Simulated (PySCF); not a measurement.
```xyz
19
charge 0, multiplicity 1
C    -1.3438    1.1859   -1.2453
C    -0.8960   -0.0419   -0.4561
C    -1.8438   -0.3493    0.6960
N     0.4691    0.0787    0.0340
Si    1.8774   -0.4048   -0.8554
Si    3.7143   -0.2444    0.5929
H    -2.3589    1.0580   -1.6530
H    -1.3520    2.0780   -0.5967
H    -0.6595    1.3857   -2.0838
H    -0.9066   -0.9091   -1.1420
H    -1.8587    0.4869    1.4157
H    -1.5188   -1.2518    1.2331
H    -2.8747   -0.5001    0.3408
H     0.5778    0.8189    0.7214
H     2.1778    0.3952   -2.0964
H     1.6847   -1.8171   -1.3149
H     3.7211    1.0999    1.2547
H     4.9980   -0.4014   -0.1595
H     3.6533   -1.2891    1.6616
```

Describe the molecule in this file.

It has 19 atoms: 3 carbon, 13 hydrogen, 1 nitrogen and 2 silicon (C3H13NSi2). SMILES: `CC(C)N[SiH2][SiH3]`. It has no ring. Among its groups: Si–H bond, Si–N bond. The point group is C1. Coordination, clear cases only: 3 C tetrahedral; 2 Si tetrahedral.

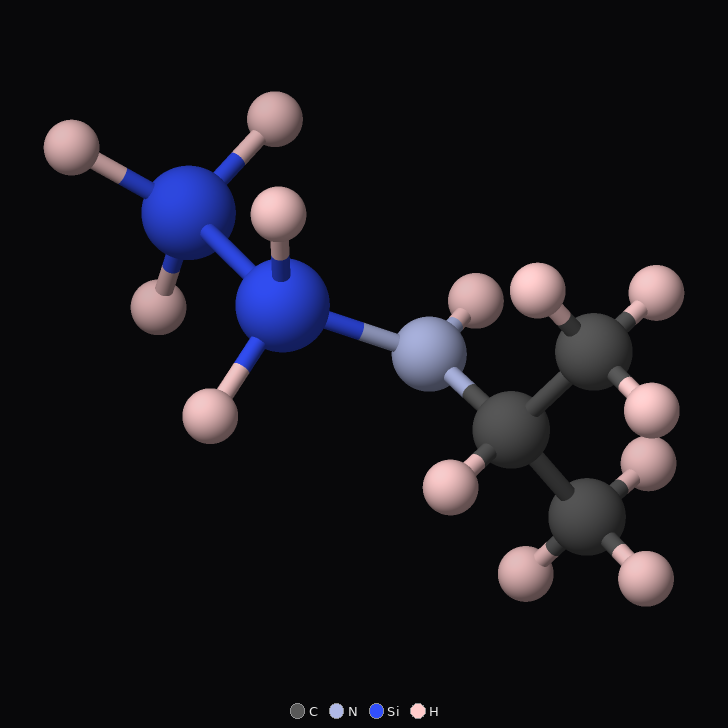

Figure made from data computed with PySCF.
